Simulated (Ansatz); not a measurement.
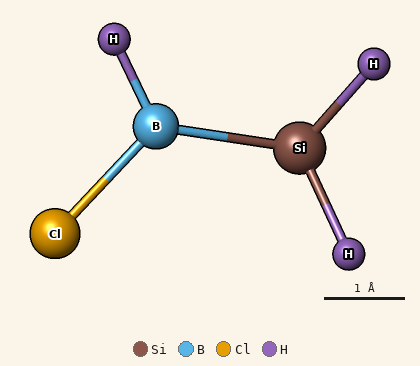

Fig. 1: The starting structure (ball-and-stick view, seen on its broad side). Bond lengths as drawn: B–Cl 1.86 Å, B–H 1.22 Å, B–Si 1.92 Å and H–Si 1.53 Å.

Run report: BSiH$_{3}$Cl (charge −1), geometry relaxation

- system: BSiH$_{3}$Cl, charge −1
- method: RKS PBE0-D4/def2-TZVPD (Ansatz 0.2.0)

### The input
```yaml
crystal:
  periodic: [false, false, false]
  atoms:
    - {symbol: Si, position_ang: [-0.935302, 0.453444, -0.171194]}
    - {symbol: B, position_ang: [0.716103, -0.282911, 0.468326]}
    - {symbol: Cl, position_ang: [1.046702, -2.109372, 0.573975]}
    - {symbol: H, position_ang: [-1.599900, -0.299063, -1.319202]}
    - {symbol: H, position_ang: [-0.767866, 1.887424, -0.665954]}
    - {symbol: H, position_ang: [1.540262, 0.350478, 1.114049]}
basis:
  gaussian: {orbitals: def2-TZVPD}
total_charge: -1
hamiltonian: {xc: pbe0, dispersion: d4}
relax: {f_tol: 0.005, max_steps: 200}
```

Run on 2 threads of Arm Neoverse V2, 23 GiB of memory available, shared host.

Command:
```bash
ansatz run in.yaml --threads 2 --pin off --events-out ev --progress --plain --max-ram 4352MiB
```

### What the program printed
```
Functional definition: PBE0
  name "PBE0"
  cite "Adamo & Barone, J. Chem. Phys. 110, 6158 (1999) doi:10.1063/1.478522"
  cite "Perdew, Burke & Ernzerhof, Phys. Rev. Lett. 77, 3865 (1996) doi:10.1103/PhysRevLett.77.3865"
  parent pbe
  parameter a = 0.25
  parameter kappa = 0.804
  parameter beta = 0.06672455060314922
  exchange = (1 - a)*pbe_x(kappa = kappa, mu = beta*pi^2/3) + a*exact_x
  correlation = pbe_c(beta = beta)
922 factors; their error is unknown
mean field evaluation 1: about -21117.1176 eV, gradient 2.2e1 eV
mean field evaluation 2: about -21116.9042 eV, gradient 2.6e1 eV
mean field evaluation 4: about -21118.7729 eV, gradient 1.8e0 eV
mean field evaluation 8: about -21118.7854 eV, gradient 2.0e-2 eV
mean field evaluation 16: about -21118.8166 eV, gradient 2.6e-5 eV
mean field -21118.81656729 eV, -776.1021939999 hartree, gradient 2.6e-5 eV, S^2 0.000000; 0 other end points of the search recorded, 0 dependent functions left out
the calculation of the forces begins
reference -21118.81660920 eV, -776.1021955399 hartree; 20, 20 occupied and 133, 133 virtual orbitals, 922 factors
relax step   1: F+E_penalty+E_count = -21118.94541716 eV  Δ(F+E_penalty+E_count) = +0.000e0 eV  max|allowed force component| = 4.163e-1 eV/Å  Δτ_max = 0.0000 Å  (27 SCF iters, accepted)
these checks for a lower state are left out or cut short: starts, cluster_reference, orbital_swaps, neighbouring_geometries, increment
922 factors; their error is unknown
mean field -21118.83025986 eV, -776.1026971925 hartree, gradient 1.8e-5 eV, S^2 0.000000; 0 other end points of the search recorded, 0 dependent functions left out
the calculation of the forces begins
reference -21118.83030177 eV, -776.1026987326 hartree; 20, 20 occupied and 133, 133 virtual orbitals, 922 factors
relax step   2: F+E_penalty+E_count = -21118.95944234 eV  Δ(F+E_penalty+E_count) = -1.403e-2 eV  max|allowed force component| = 2.352e-1 eV/Å  Δτ_max = 0.0178 Å  (31 SCF iters, accepted)
these checks for a lower state are left out or cut short: starts, cluster_reference, orbital_swaps, neighbouring_geometries, increment
922 factors; their error is unknown
mean field -21118.83340139 eV, -776.1028126418 hartree, gradient 1.7e-5 eV, S^2 0.000000; 0 other end points of the search recorded, 0 dependent functions left out
the calculation of the forces begins
reference -21118.83344328 eV, -776.1028141812 hartree; 20, 20 occupied and 133, 133 virtual orbitals, 922 factors
relax step   3: F+E_penalty+E_count = -21118.96285453 eV  Δ(F+E_penalty+E_count) = -3.412e-3 eV  max|allowed force component| = 5.587e-2 eV/Å  Δτ_max = 0.0116 Å  (31 SCF iters, accepted)
these checks for a lower state are left out or cut short: starts, cluster_reference, orbital_swaps, neighbouring_geometries, increment
922 factors; their error is unknown
mean field evaluation 32: about -21118.7902 eV, gradient 2.3e0 eV
mean field -21118.83356772 eV, -776.1028187541 hartree, gradient 2.1e-5 eV, S^2 0.000000; 0 other end points of the search recorded, 0 dependent functions left out
the calculation of the forces begins
reference -21118.83360949 eV, -776.1028202892 hartree; 20, 20 occupied and 133, 133 virtual orbitals, 922 factors
relax step   4: F+E_penalty+E_count = -21118.96276089 eV  Δ(F+E_penalty+E_count) = +9.364e-5 eV  max|allowed force component| = 1.232e-1 eV/Å  Δτ_max = 0.0383 Å  (30 SCF iters, rejected (line search))
these checks for a lower state are left out or cut short: starts, cluster_reference, orbital_swaps, neighbouring_geometries, increment
922 factors; their error is unknown
mean field -21118.83424978 eV, -776.1028438196 hartree, gradient 1.8e-5 eV, S^2 0.000000; 0 other end points of the search recorded, 0 dependent functions left out
the calculation of the forces begins
reference -21118.83429161 eV, -776.1028453566 hartree; 20, 20 occupied and 133, 133 virtual orbitals, 922 factors
relax step   5: F+E_penalty+E_count = -21118.96365038 eV  Δ(F+E_penalty+E_count) = -7.958e-4 eV  max|allowed force component| = 1.292e-2 eV/Å  Δτ_max = 0.0187 Å  (30 SCF iters, accepted)
these checks for a lower state are left out or cut short: starts, cluster_reference, orbital_swaps, neighbouring_geometries, increment
922 factors; their error is unknown
mean field -21118.83443792 eV, -776.1028507336 hartree, gradient 1.7e-5 eV, S^2 0.000000; 0 other end points of the search recorded, 0 dependent functions left out
the calculation of the forces begins
reference -21118.83447971 eV, -776.1028522693 hartree; 20, 20 occupied and 133, 133 virtual orbitals, 922 factors
relax step   6: F+E_penalty+E_count = -21118.96376899 eV  Δ(F+E_penalty+E_count) = -1.186e-4 eV  max|allowed force component| = 5.575e-3 eV/Å  Δτ_max = 0.0111 Å  (31 SCF iters, accepted)
these checks for a lower state are left out or cut short: starts, cluster_reference, orbital_swaps, neighbouring_geometries, increment
922 factors; their error is unknown
mean field -21118.83444774 eV, -776.1028510942 hartree, gradient 1.1e-5 eV, S^2 0.000000; 0 other end points of the search recorded, 0 dependent functions left out
the calculation of the forces begins
reference -21118.83448953 eV, -776.1028526300 hartree; 20, 20 occupied and 133, 133 virtual orbitals, 922 factors
relax step   7: F+E_penalty+E_count = -21118.96377454 eV  Δ(F+E_penalty+E_count) = -5.551e-6 eV  max|allowed force component| = 1.064e-3 eV/Å  Δτ_max = 0.0010 Å  (23 SCF iters, accepted)
922 factors; their error is unknown
mean field evaluation 64: about -21118.8006 eV, gradient 8.7e-1 eV
```

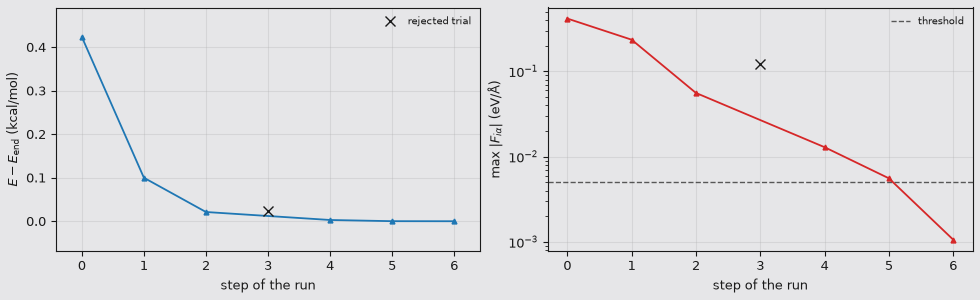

Fig. 2: Progress of the relaxation, step by step (the first geometry is step 0 here and step 1 in the log).

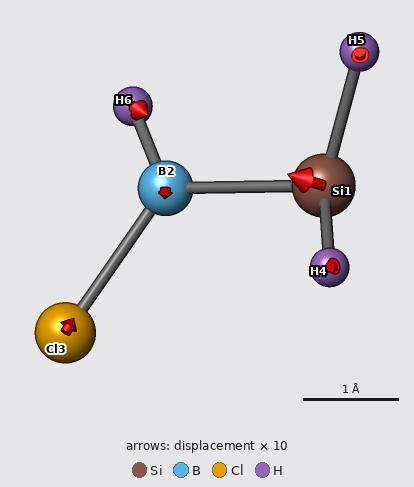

Fig. 3: The starting structure with the displacements as red arrows, magnified 10 times (ball-and-stick view, seen at a tilt). The two geometries are laid on each other by the best rigid fit. The largest move after the best rigid fit is that of Si1, 0.046 Å. Largest moves by element: Si 0.046 Å, H 0.027 Å, Cl 0.019 Å, B 0.013 Å. Among the contacts that change: B2–Cl3 1.859 → 1.831 Å, Si1–H4 1.525 → 1.505 Å, Si1–B2 1.918 → 1.898 Å, B2–H6 1.224 → 1.205 Å. After 6 geometry steps the energy has fallen by 0.42 kcal/mol. Largest force component: 0.42 eV/Å at the start, 0.0011 eV/Å at the end. The line search rejected the trial step at point 3 (counted from 0) and went back. (Atoms are counted from 1 in the order of the input.)

```
mean field -21118.83444774 eV, -776.1028510942 hartree, gradient 1.1e-5 eV, S^2 0.000000; 1 other end points of the search recorded, 0 dependent functions left out
the calculation of the forces begins
reference -21118.83448953 eV, -776.1028526300 hartree; 20, 20 occupied and 133, 133 virtual orbitals, 922 factors
Total energy: -21118.96381633 eV, -776.1076053023 hartree
Atom 0 at    -0.899856     0.447934    -0.199728 Å, force    -0.000327    -0.001064    -0.000731 eV/Å
Atom 1 at     0.712450    -0.294042     0.473363 Å, force     0.000190     0.000951     0.000490 eV/Å
Atom 2 at     1.046381    -2.090917     0.579689 Å, force    -0.000105    -0.000517    -0.000511 eV/Å
Atom 3 at    -1.605852    -0.291276    -1.304835 Å, force     0.000093     0.000347     0.000853 eV/Å
Atom 4 at    -0.770765     1.880048    -0.647666 Å, force     0.000497     0.000071    -0.000141 eV/Å
Atom 5 at     1.517641     0.348253     1.099176 Å, force    -0.000347     0.000212     0.000040 eV/Å
Dipole moment:     0.333056    -0.456369     0.053290 e Å
```

### Trajectory as extended XYZ (Å, eV, eV/Å), 7 frames, from step=1 to step=7
```
6
Properties=species:S:1:pos:R:3:forces:R:3 step=1 energy=-21118.94542
Si   -0.9353    0.4534   -0.1712    0.1191   0.0373  -0.2375
B     0.7161   -0.2829    0.4683    0.1044  -0.1180   0.1773
Cl    1.0467   -2.1094    0.5740   -0.0653   0.4163  -0.0306
H    -1.5999   -0.2991   -1.3192    0.1249   0.1219   0.2160
H    -0.7679    1.8874   -0.6660   -0.0216  -0.2494   0.0993
H     1.5403    0.3505    1.1140   -0.2615  -0.2080  -0.2246
6
Properties=species:S:1:pos:R:3:forces:R:3 step=2 energy=-21118.95944
Si   -0.9315    0.4539   -0.1741    0.0800   0.0029  -0.0723
B     0.7070   -0.2820    0.4727    0.0476  -0.1537   0.0526
Cl    1.0433   -2.0957    0.5693   -0.0448   0.2352  -0.0134
H    -1.5872   -0.2995   -1.3090    0.0243   0.0383   0.0655
H    -0.7607    1.8768   -0.6596   -0.0176  -0.0698   0.0318
H     1.5292    0.3465    1.1006   -0.0896  -0.0529  -0.0642
6
Properties=species:S:1:pos:R:3:forces:R:3 step=3 energy=-21118.96286
Si   -0.9218    0.4522   -0.1802    0.0413   0.0004  -0.0042
B     0.7073   -0.2855    0.4720   -0.0178  -0.0559   0.0095
Cl    1.0402   -2.0847    0.5690   -0.0029   0.0144  -0.0049
H    -1.5866   -0.2993   -1.3032   -0.0164   0.0017  -0.0053
H    -0.7606    1.8736   -0.6552   -0.0129   0.0081  -0.0002
H     1.5215    0.3436    1.0976    0.0087   0.0312   0.0051
6
Properties=species:S:1:pos:R:3:forces:R:3 step=4 energy=-21118.96276 accepted=F
Si   -0.8946    0.4489   -0.2070    0.0433  -0.0178   0.0425
B     0.7109   -0.2971    0.4855   -0.0474   0.0369  -0.1232
Cl    1.0520   -2.0925    0.5775   -0.0156  -0.0090   0.0204
H    -1.6137   -0.2886   -1.3045    0.0140  -0.0067   0.0073
H    -0.7756    1.8832   -0.6523    0.0094  -0.0175   0.0149
H     1.5211    0.3462    1.1009   -0.0037   0.0141   0.0381
6
Properties=species:S:1:pos:R:3:forces:R:3 step=5 energy=-21118.96365
Si   -0.9074    0.4501   -0.1920    0.0129  -0.0018  -0.0058
B     0.7110   -0.2910    0.4732   -0.0100  -0.0043   0.0023
Cl    1.0426   -2.0885    0.5743    0.0029  -0.0027   0.0006
H    -1.5975   -0.2956   -1.3033   -0.0060   0.0044   0.0001
H    -0.7679    1.8784   -0.6514   -0.0033  -0.0017   0.0016
H     1.5193    0.3467    1.0992    0.0034   0.0062   0.0014
6
Properties=species:S:1:pos:R:3:forces:R:3 step=6 energy=-21118.96377
Si   -0.8999    0.4476   -0.1996    0.0020   0.0028  -0.0017
B     0.7130   -0.2938    0.4735   -0.0056   0.0025  -0.0009
Cl    1.0463   -2.0906    0.5792    0.0021  -0.0044   0.0005
H    -1.6067   -0.2910   -1.3049    0.0034  -0.0007   0.0031
H    -0.7706    1.8796   -0.6483   -0.0002  -0.0002   0.0013
H     1.5179    0.3482    1.1002   -0.0017   0.0001  -0.0023
6
Properties=species:S:1:pos:R:3:forces:R:3 step=7 energy=-21118.96378
Si   -0.8999    0.4479   -0.1997   -0.0003  -0.0011  -0.0007
B     0.7125   -0.2940    0.4734    0.0002   0.0010   0.0005
Cl    1.0464   -2.0909    0.5797   -0.0001  -0.0005  -0.0005
H    -1.6059   -0.2913   -1.3048    0.0001   0.0003   0.0009
H    -0.7708    1.8800   -0.6477    0.0005   0.0001  -0.0001
H     1.5176    0.3483    1.0992   -0.0003   0.0002   0.0000
```

### Results in brief

```json
{"quantity": "outcome", "value": "converged"}
{"quantity": "total energy", "value": "−21118.9638 eV"}
{"quantity": "mean-field energy", "value": "−21118.8345 eV"}
{"quantity": "dispersion energy", "value": "−0.1293 eV"}
{"quantity": "SCF solution under orbital rotations", "value": "stable"}
{"quantity": "largest force (length of the vector) at the end", "value": "0.001 eV/Å"}
{"quantity": "wall time", "value": "20 s (CPU time 37 s)"}
{"quantity": "peak memory", "value": "0.3 GiB"}
```
